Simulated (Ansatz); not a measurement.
**SiF3 (trifluorosilyl) at UMP2/aug-cc-pVDZ**

What is the electronic atomisation energy of SiF3 (trifluorosilyl) at UMP2/aug-cc-pVDZ? 

The results are computed with Ansatz 0.2.0.

20 further runs of the same task are left out: 20 set aside as unsound or not needed.

### 1 Starting point

The species is SiF3 (4 atoms), meant as a doublet with charge 0. SMILES: `F[Si](F)F`. Geometry: relaxed at PBE0-D4/def2-TZVP.

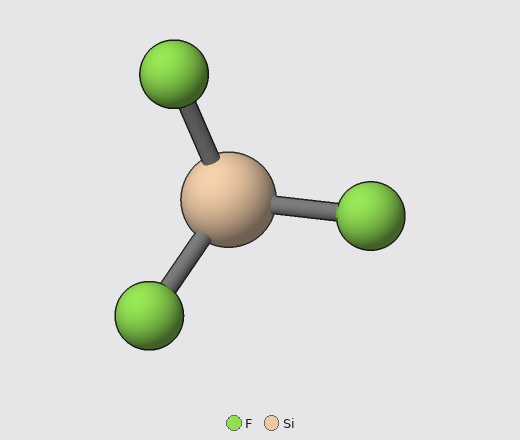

Viewed from a chosen angle; fluorine green, silicon light orange.

### 2 The energy at UMP2/aug-cc-pVDZ

run.yaml

```yaml
crystal:
  periodic: [false, false, false]
  atoms:
    - {symbol: F, position_ang: [0.784850, -0.507040, 1.151700]}
    - {symbol: Si, position_ang: [-0.282750, 0.213060, 0.234280]}
    - {symbol: F, position_ang: [-0.994260, -0.892250, -0.644340]}
    - {symbol: F, position_ang: [0.492160, 1.186230, -0.741640]}
basis:
  gaussian: {orbitals: aug-cc-pVDZ}
magnetization: {spin_polarized: true, initial_magnetization: 1}
correlation: {method: mp2, frozen_orbitals: {F: 1, Si: 5}}
accuracy: high
```

Started as:

```bash
$ ansatz run run.yaml --threads 1 --pin off --max-ram 3480MiB --events-out events.jsonl --progress --plain --runs-dir runs
```

Standard output:

```text
Warning: RAYON_NUM_THREADS=1 ignored (pool sized by the plan → 1); use --threads N
Functional definition: HF
  name "HF"
  exchange = exact_x
  correlation = 0
1923 factors; integrals over basis functions are off by at most 3.1e-9 eV
mean field evaluation 1: about -15981.5091 eV, gradient 2.9e1 eV
mean field evaluation 2: about -15981.5501 eV, gradient 2.9e1 eV
mean field evaluation 4: about -15984.6892 eV, gradient 2.2e0 eV
mean field evaluation 8: about -15984.7606 eV, gradient 2.9e-1 eV
mean field evaluation 16: about -15984.7619 eV, gradient 7.4e-9 eV
mean field -15984.76191370 eV, -587.4291654676 hartree, gradient 1.1e-8 eV, S^2 0.751877; 0 other end points of the search recorded, 0 dependent functions left out
8 core orbitals not correlated: weight in the atoms' cores, before any rotation towards them, 1.000 or more for the frozen orbitals, at most 0.000 for the correlated occupied ones
reference -15984.76191370 eV, -587.4291654676 hartree; 13, 12 occupied and 75, 76 virtual orbitals, 1923 factors
second order -18.69320444 eV of doubles, -0.00000000 eV of singles
Total energy: -16003.45511814 eV, -588.1161280602 hartree
```

It took 4.5 s on 1 thread of Arm Neoverse V1, shared host; peak memory 0.32 GiB.

### 3 The F atom

input.yaml

```yaml
crystal:
  periodic: [false, false, false]
  atoms:
    - {symbol: F, position_ang: [0.000000, 0.000000, 0.000000]}
basis:
  gaussian:
    orbitals: aug-cc-pVDZ
correlation:
  method: mp2
  frozen_orbitals: {F: 1}
accuracy: high
magnetization:
  spin_polarized: true
  initial_magnetization: 1
```

Started as:

```bash
$ ansatz run input.yaml --threads 1 --pin off --max-ram 3480MiB --events-out events.jsonl --progress --plain --runs-dir runs
```

Standard output:

```text
Warning: RAYON_NUM_THREADS=1 ignored (pool sized by the plan → 1); use --threads N
[... 4 set-up lines as earlier in the session ...]
199 factors; integrals over basis functions are off by at most 2.8e-9 eV
mean field evaluation 1: about -2704.1152 eV, gradient 7.3e0 eV
mean field evaluation 2: about -2704.1156 eV, gradient 7.3e0 eV
mean field evaluation 4: about -2704.2942 eV, gradient 7.5e-1 eV
mean field evaluation 8: about -2704.2973 eV, gradient 1.7e-5 eV
mean field evaluation 16: about -2704.2971 eV, gradient 1.3e-1 eV
mean field evaluation 32: about -2704.2971 eV, gradient 1.8e-1 eV
mean field -2704.29727433 eV, -99.3810917930 hartree, gradient 1.3e-8 eV, S^2 0.753642; 3 other end points of the search recorded, 0 dependent functions left out
1 core orbitals not correlated: weight in the atoms' cores, before any rotation towards them, 1.000 or more for the frozen orbitals, at most 0.000 for the correlated occupied ones
reference -2704.29727433 eV, -99.3810917930 hartree; 4, 3 occupied and 18, 19 virtual orbitals, 199 factors
second order -4.20707817 eV of doubles, -0.00000000 eV of singles
Total energy: -2708.50435250 eV, -99.5356990641 hartree
```

It took 0.1 s on 1 thread of Arm Neoverse V1, shared host.

### 4 The Si atom

molecule.yaml

```yaml
crystal:
  periodic: [false, false, false]
  atoms:
    - {symbol: Si, position_ang: [0.000000, 0.000000, 0.000000]}
basis:
  gaussian:
    orbitals: aug-cc-pVDZ
magnetization:
  spin_polarized: true
  initial_magnetization: 2
correlation:
  method: mp2
  frozen_orbitals: {Si: 5}
accuracy: high
```

Started as:

```bash
$ ansatz run molecule.yaml --threads 1 --pin off --max-ram 3480MiB --events-out events.jsonl --progress --plain --runs-dir runs
```

Standard output:

```text
Warning: RAYON_NUM_THREADS=1 ignored (pool sized by the plan → 1); use --threads N
[... 4 set-up lines as earlier in the session ...]
231 factors; integrals over basis functions are off by at most 3.2e-9 eV
mean field evaluation 1: about -7859.7968 eV, gradient 3.7e0 eV
mean field evaluation 2: about -7859.7975 eV, gradient 3.7e0 eV
mean field evaluation 4: about -7860.0344 eV, gradient 1.4e-1 eV
mean field evaluation 8: about -7860.0344 eV, gradient 5.2e-9 eV
mean field evaluation 16: about -7860.0344 eV, gradient 9.1e-6 eV
mean field evaluation 32: about -7860.0337 eV, gradient 2.0e-1 eV
mean field -7860.03439494 eV, -288.8509362913 hartree, gradient 3.0e-8 eV, S^2 2.013621; 3 other end points of the search recorded, 0 dependent functions left out
5 core orbitals not correlated: weight in the atoms' cores, before any rotation towards them, 1.000 or more for the frozen orbitals, at most 0.000 for the correlated occupied ones
reference -7860.03439494 eV, -288.8509362913 hartree; 3, 1 occupied and 19, 21 virtual orbitals, 231 factors
second order -1.26625403 eV of doubles, -0.00000000 eV of singles
Total energy: -7861.30064897 eV, -288.8974702686 hartree
```

It took 0.14 s on 1 thread of Arm Neoverse V1, shared host.

### 5 Outcome

Level: UMP2/aug-cc-pVDZ, 8 core orbitals frozen.

```
                                             quantity          value
                               molecule: total energy  -588.11613 Eh
molecule: correlation energy (8 core orbitals frozen)     -687.0 mEh
          molecule: ⟨S²⟩ of the reference determinant          0.752
                                 F atom: total energy   -99.53570 Eh
   F atom: correlation energy (1 core orbital frozen)     -154.6 mEh
            F atom: ⟨S²⟩ of the reference determinant          0.754
                                Si atom: total energy  -288.89747 Eh
 Si atom: correlation energy (5 core orbitals frozen)      -46.5 mEh
           Si atom: ⟨S²⟩ of the reference determinant          2.014
                        electronic atomisation energy      16.641 eV
```

What this shows: Taking the molecule apart into free atoms costs 16.64 eV (1606 kJ/mol), before zero-point energy and without spin-orbit coupling.
